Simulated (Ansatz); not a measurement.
Molecular dynamics, with input and output: InH$_{3}$O$_{3}$ (part 2 of 2)

The same run, continued: InH$_{3}$O$_{3}$; RHF/def2-SVP (Ansatz 0.2.0). One setting was made poor on purpose. It belongs to a series of runs on one base structure; here: dynamics from the start.

Geometry of the input (Å):
```
In -0.0722  -0.3063  -0.1550
O  0.0499  -0.2150  1.8156
H  -0.7266  -0.1807  2.3505
O  1.6047  -0.3669  -1.1749
H  2.4169  -0.3561  -0.6931
O  -1.7900  -0.3352  -1.1164
H  -2.6020  -0.3198  -0.6360
```

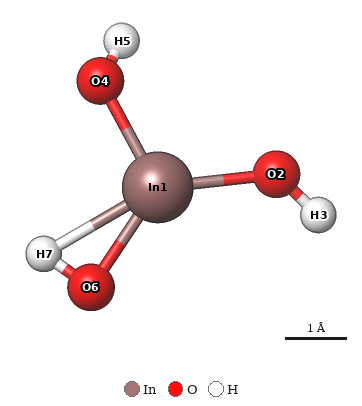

Fig. 1: The geometry at step 25 of the log (ball-and-stick view, seen on its broad side; atoms are numbered from 1 in the order of the input).

### Trajectory as extended XYZ, continued
```
7
Properties=species:S:1:pos:R:3:forces:R:3 step=9 time_fs=18.0 energy=-11302.82079 temperature=662.9
In   -0.0870   -0.2779   -0.1506   -0.1991  -0.4025   1.1267
O     0.1233   -0.2751    1.8291    0.8096   0.1606  -1.1987
H    -0.4445   -0.3305    2.5607   -0.8338  -0.0534   0.4742
O     1.5754   -0.3785   -1.1402    2.1906  -1.2500   0.1889
H     2.3104   -0.9460   -0.8219   -1.5025   1.2961  -0.5778
O    -1.7507   -0.4555   -1.1806   -1.5079   1.6905   0.5220
H    -2.4163    0.2299   -0.9660    1.0432  -1.4414  -0.5353
7
Properties=species:S:1:pos:R:3:forces:R:3 step=11 time_fs=22.0 energy=-11302.82670 temperature=704.8
In   -0.0902   -0.2731   -0.1454   -0.2579  -0.2120   0.3141
O     0.1473   -0.2859    1.8171   -0.7353  -0.0326   0.8094
H    -0.5054   -0.3689    2.5223    0.6743   0.1224  -1.1308
O     1.5929   -0.3868   -1.1432   -1.9747   1.9047  -1.1596
H     2.2104   -0.9735   -0.8486    2.2390  -1.8725   1.0144
O    -1.7548   -0.4631   -1.1793   -1.3139   1.1458  -0.1584
H    -2.4854    0.1728   -1.2764    1.3684  -1.0558   0.3109
7
Properties=species:S:1:pos:R:3:forces:R:3 step=12 time_fs=24.0 energy=-11302.81284 temperature=660.4
In   -0.0920   -0.2708   -0.1426   -0.2211  -0.1641  -0.0916
O     0.1583   -0.2912    1.8120   -0.2026   0.0254   0.2154
H    -0.5223   -0.3841    2.4645    0.0803   0.0493  -0.3141
O     1.5984   -0.3873   -1.1475    0.8043  -0.8939   0.2961
H     2.2319   -1.0435   -0.8288   -0.6911   0.9455  -0.3819
O    -1.7574   -0.4663   -1.1791   -2.0927   1.6240  -0.5897
H    -2.5112    0.1422   -1.4165    2.3228  -1.5861   0.8658
7
Properties=species:S:1:pos:R:3:forces:R:3 step=14 time_fs=28.0 energy=-11302.79180 temperature=605.2
In   -0.0957   -0.2664   -0.1371   -0.0602  -0.1684  -1.1764
O     0.1814   -0.3013    1.8010   -1.0189  -0.0929   0.7649
H    -0.5910   -0.4154    2.3578    0.7306   0.1385  -0.3805
O     1.6159   -0.3961   -1.1530   -1.5920   1.2701  -0.4681
H     2.1773   -1.0528   -0.8439    1.3066  -1.1983   0.5951
O    -1.7697   -0.4671   -1.1797    1.4583  -0.9938   1.3235
H    -2.4141   -0.0041   -1.6432   -0.8245   1.0449  -0.6585
7
Properties=species:S:1:pos:R:3:forces:R:3 step=15 time_fs=30.0 energy=-11302.69854 temperature=490.9
In   -0.0976   -0.2643   -0.1349    0.1848  -0.1671  -1.5516
O     0.1915   -0.3064    1.7965   -1.4017  -0.1454   0.9474
H    -0.6180   -0.4280    2.3063    1.0348   0.1781  -0.3250
O     1.6221   -0.3992   -1.1561   -1.2087   0.7326  -0.1370
H     2.1777   -1.0741   -0.8412    0.7975  -0.6377   0.3284
O    -1.7708   -0.4710   -1.1758   -1.5407   1.0388  -1.0630
H    -2.4119   -0.0191   -1.7883    2.1338  -0.9993   1.8008
7
Properties=species:S:1:pos:R:3:forces:R:3 step=17 time_fs=34.0 energy=-11302.70021 temperature=544.3
In   -0.1012   -0.2603   -0.1321    0.4864  -0.3235  -2.0916
O     0.2059   -0.3171    1.7914   -0.4153   0.0320   0.1878
H    -0.6234   -0.4438    2.2162   -0.1102  -0.0127   0.7123
O     1.6302   -0.4055   -1.1608   -0.4059  -0.3993   0.4781
H     2.1974   -1.1036   -0.8373   -0.2286   0.5591  -0.2003
O    -1.7822   -0.4726   -1.1739    1.8702  -1.3389   3.7481
H    -2.1939   -0.1417   -1.8963   -1.1966   1.4834  -2.8342
7
Properties=species:S:1:pos:R:3:forces:R:3 step=18 time_fs=36.0 energy=-11302.69245 temperature=536.6
In   -0.1028   -0.2584   -0.1317    0.7589  -0.3795  -2.0837
O     0.2126   -0.3221    1.7890   -1.8101  -0.1705   0.9591
H    -0.6458   -0.4543    2.2175    1.2943   0.1994   0.0035
O     1.6340   -0.4114   -1.1609   -2.6362   2.2001  -0.6805
H     2.1774   -1.0658   -0.8564    1.9254  -2.0167   0.9971
O    -1.7841   -0.4761   -1.1642   -0.6679   0.7734  -1.1610
H    -2.1056   -0.1543   -2.0367    1.1356  -0.6062   1.9654
7
Properties=species:S:1:pos:R:3:forces:R:3 step=20 time_fs=40.0 energy=-11302.86415 temperature=773.6
In   -0.1051   -0.2550   -0.1330    0.9270  -0.5979  -1.4898
O     0.2154   -0.3332    1.7899    0.5379   0.2174  -0.3356
H    -0.5825   -0.4587    2.2405   -0.9860  -0.1490   1.1259
O     1.6292   -0.4149   -1.1626    0.4306  -1.2002   0.8249
H     2.2519   -1.0991   -0.8354   -1.1979   1.4621  -0.5617
O    -1.7927   -0.4768   -1.1560    0.2270   0.0288   1.6168
H    -1.8065   -0.2582   -2.0560    0.0614   0.2388  -1.1805
7
Properties=species:S:1:pos:R:3:forces:R:3 step=22 time_fs=44.0 energy=-11302.79303 temperature=656.4
In   -0.1062   -0.2524   -0.1362    0.9735  -0.6769  -0.3281
O     0.2161   -0.3434    1.7922   -1.1661  -0.0545   0.9718
H    -0.5514   -0.4670    2.3617    0.9271   0.1848  -0.5346
O     1.6210   -0.4226   -1.1599   -1.1097   0.4891  -0.1021
H     2.2608   -1.0292   -0.8420    0.3364  -0.2056   0.2878
O    -1.8008   -0.4742   -1.1428    1.5834   0.6858  -2.8353
H    -1.4714   -0.3751   -2.0918   -1.5447  -0.4226   2.5405
7
Properties=species:S:1:pos:R:3:forces:R:3 step=23 time_fs=46.0 energy=-11302.72238 temperature=567.3
In   -0.1063   -0.2514   -0.1381    0.9389  -0.6439   0.3871
O     0.2121   -0.3487    1.7968    0.7298   0.2485  -0.6024
H    -0.4831   -0.4610    2.3978   -0.9105  -0.0946   0.7701
O     1.6114   -0.4232   -1.1596    0.8566  -1.1263   0.6798
H     2.3080   -1.0294   -0.8179   -1.5439   1.4109  -0.5837
O    -1.8007   -0.4709   -1.1417    1.7642   0.4093  -2.0319
H    -1.3649   -0.4492   -2.0313   -1.8352  -0.2039   1.3810
7
Properties=species:S:1:pos:R:3:forces:R:3 step=25 time_fs=50.0 energy=-11302.63468 temperature=427.8
In   -0.1055   -0.2501   -0.1413    0.8059  -0.4100   1.3399
O     0.2079   -0.3579    1.8029   -0.7487   0.0030   0.9498
H    -0.4232   -0.4546    2.5282    0.6854   0.1856  -1.2124
O     1.5951   -0.4296   -1.1557   -2.4739   1.5425  -1.1676
H     2.2788   -0.9140   -0.8106    2.0286  -1.3250   1.1538
O    -1.7932   -0.4611   -1.1433    1.2304   0.0822  -0.6612
H    -1.2801   -0.6302   -1.9374   -1.5276  -0.0782  -0.4023
7
Properties=species:S:1:pos:R:3:forces:R:3 step=26 time_fs=52.0 energy=-11302.64070 temperature=455.6
In   -0.1047   -0.2497   -0.1423    0.6203  -0.3426   1.5616
O     0.2040   -0.3623    1.8083    0.3203   0.1638  -0.3909
H    -0.3706   -0.4436    2.5465   -0.3772   0.0358  -0.0730
O     1.5803   -0.4291   -1.1566    1.3126  -0.8312   0.4686
H     2.3393   -0.9031   -0.7608   -1.4738   1.0125  -0.6206
O    -1.7870   -0.4553   -1.1427    1.9509  -0.6812  -2.5237
H    -1.2902   -0.7323   -1.9728   -2.3531   0.6429   1.5779
7
Properties=species:S:1:pos:R:3:forces:R:3 step=28 time_fs=56.0 energy=-11302.82079 temperature=787.2
In   -0.1025   -0.2491   -0.1427    0.2249  -0.3743   1.3994
O     0.2003   -0.3698    1.8136   -0.3425   0.1102   0.4911
H    -0.3346   -0.4200    2.6098    0.2877   0.1194  -1.1859
O     1.5608   -0.4339   -1.1551   -1.8611   0.9780  -1.5200
H     2.2908   -0.7682   -0.7352    2.2166  -0.8737   1.2587
O    -1.7637   -0.4475   -1.1553   -0.6317   1.0325   1.7115
H    -1.5310   -0.8817   -1.9243    0.1061  -0.9922  -2.1548
7
Properties=species:S:1:pos:R:3:forces:R:3 step=29 time_fs=58.0 energy=-11302.86661 temperature=785.2
In   -0.1012   -0.2490   -0.1422    0.0186  -0.4738   1.2771
O     0.1988   -0.3731    1.8157   -0.1467   0.1486   0.1807
H    -0.3260   -0.4043    2.6121    0.0813   0.0914  -0.9059
O     1.5484   -0.4348   -1.1574    0.8280  -0.0949  -0.2180
H     2.3230   -0.7163   -0.6875   -0.1517   0.1763  -0.1503
O    -1.7529   -0.4414   -1.1583   -0.3922  -1.3869  -2.2673
H    -1.6678   -0.9916   -1.9836   -0.2374   1.5392   2.0837
7
Properties=species:S:1:pos:R:3:forces:R:3 step=31 time_fs=62.0 energy=-11302.85669 temperature=774.7
In   -0.0987   -0.2494   -0.1398   -0.5471  -0.6700   0.8863
O     0.1979   -0.3784    1.8162   -0.0557   0.1987  -0.0406
H    -0.3508   -0.3634    2.5905   -0.0473   0.0593  -0.6120
O     1.5339   -0.4385   -1.1613    0.6005   0.0952  -0.5203
H     2.3085   -0.5760   -0.6496    0.4505  -0.0106   0.0719
O    -1.7355   -0.4395   -1.1810   -0.2819   1.5647   1.6534
H    -1.9451   -1.0236   -1.8529   -0.1190  -1.2374  -1.4388
7
Properties=species:S:1:pos:R:3:forces:R:3 step=32 time_fs=64.0 energy=-11302.79315 temperature=698.9
In   -0.0977   -0.2498   -0.1381   -0.7425  -0.7649   0.6203
O     0.1987   -0.3803    1.8141   -0.6516   0.2570   0.7663
H    -0.3895   -0.3396    2.5778    0.5419   0.0022  -1.2690
O     1.5313   -0.4407   -1.1636   -0.8747   0.2332  -1.4639
H     2.2847   -0.4947   -0.6511    1.9954  -0.1252   1.0279
O    -1.7286   -0.4367   -1.1913   -0.4019   0.8933   0.6959
H    -2.0811   -1.0515   -1.7974    0.1334  -0.4955  -0.3775
7
Properties=species:S:1:pos:R:3:forces:R:3 step=34 time_fs=68.0 energy=-11302.78163 temperature=681.6
In   -0.0963   -0.2516   -0.1342   -0.8854  -0.8820   0.1414
O     0.1986   -0.3826    1.8117    0.3819   0.1811  -0.4990
H    -0.4535   -0.2875    2.4720   -0.5570   0.0793   0.3661
O     1.5284   -0.4435   -1.1732    2.2819   0.4005   0.7354
H     2.3310   -0.3434   -0.6266   -1.2277  -0.2364  -1.1468
O    -1.7216   -0.4300   -1.2120   -0.8719  -0.0531  -0.2171
H    -2.2769   -1.0777   -1.6491    0.8782   0.5105   0.6199
7
Properties=species:S:1:pos:R:3:forces:R:3 step=35 time_fs=70.0 energy=-11302.68542 temperature=687.5
In   -0.0961   -0.2529   -0.1320   -0.8699  -0.9082  -0.2970
O     0.2002   -0.3831    1.8082   -1.2192   0.4494   1.0344
H    -0.5211   -0.2563    2.4415    1.0125  -0.1946  -0.9137
O     1.5357   -0.4437   -1.1752   -1.6878  -0.1998  -1.5787
H     2.2775   -0.2778   -0.6841    2.5385   0.4110   1.2893
O    -1.7226   -0.4284   -1.2246    2.3365   3.0267   1.4043
H    -2.3079   -1.0369   -1.5177   -2.1106  -2.5845  -0.9387
7
Properties=species:S:1:pos:R:3:forces:R:3 step=37 time_fs=74.0 energy=-11302.71260 temperature=701.2
In   -0.0964   -0.2566   -0.1281   -0.3279  -0.8650  -0.7605
O     0.1958   -0.3811    1.8076    0.7736   0.0497  -0.5821
H    -0.5630   -0.2129    2.3038   -1.1009   0.2026   1.1337
O     1.5447   -0.4438   -1.1864    2.1549   1.0858   1.0145
H     2.3532   -0.1241   -0.7191   -1.6998  -0.8424  -1.1668
O    -1.7178   -0.4135   -1.2442   -2.1187  -1.5489  -0.0702
H    -2.4532   -1.0891   -1.2944    2.3189   1.9182   0.4314
7
Properties=species:S:1:pos:R:3:forces:R:3 step=38 time_fs=76.0 energy=-11302.83331 temperature=837.3
In   -0.0968   -0.2588   -0.1265   -0.0661  -0.7759  -1.1809
O     0.1947   -0.3795    1.8065   -1.1598   0.4706   0.6504
H    -0.6180   -0.1854    2.2750    0.7849  -0.2280   0.0780
O     1.5556   -0.4407   -1.1893   -0.5743   0.1151  -0.2284
H     2.3202   -0.0841   -0.7908    0.7419   0.1485   0.2241
O    -1.7228   -0.4113   -1.2548    2.0823   1.9080  -0.0003
H    -2.3975   -1.0093   -1.1499   -1.8090  -1.6383   0.4570
7
Properties=species:S:1:pos:R:3:forces:R:3 step=40 time_fs=80.0 energy=-11302.68224 temperature=654.3
In   -0.0975   -0.2642   -0.1244    0.7049  -0.5062  -1.5496
O     0.1827   -0.3726    1.8094    0.2953   0.0560  -0.2501
H    -0.6218   -0.1607    2.2219   -0.7472   0.1654   1.1015
O     1.5705   -0.4349   -1.1976    1.4979   1.3561   0.8020
H     2.3785    0.0368   -0.8910   -1.7489  -1.1352  -0.6209
O    -1.7225   -0.3974   -1.2749   -1.9595  -1.7713   2.1178
H    -2.4233   -0.9689   -0.8252    1.9574   1.8353  -1.6006
```

### Summary

- outcome: finished
- mean temperature over the second half: 679 K
- trajectory: 40 steps, 80 fs
- ensemble: nvt_nose_hoover
- temperature in the input: 1000.0 K
- time step: 2.0 fs
- potential energy (last step): −11302.6822 eV
- mean-field energy (last step): −11302.6822 eV
- largest force (length of the vector) (last step): 3.386 eV/Å
- hardware: 1 thread of Intel Xeon (Granite Rapids), 32 GiB of memory available, shared host
- wall time: 45 s
- peak memory: 0.17 GiB

### Notes

A deliberately poor setting: time step. So short a trajectory is not equilibrated. The temperature stays far from the 1000 K of the thermostat over the second half: the run isn't equilibrated.
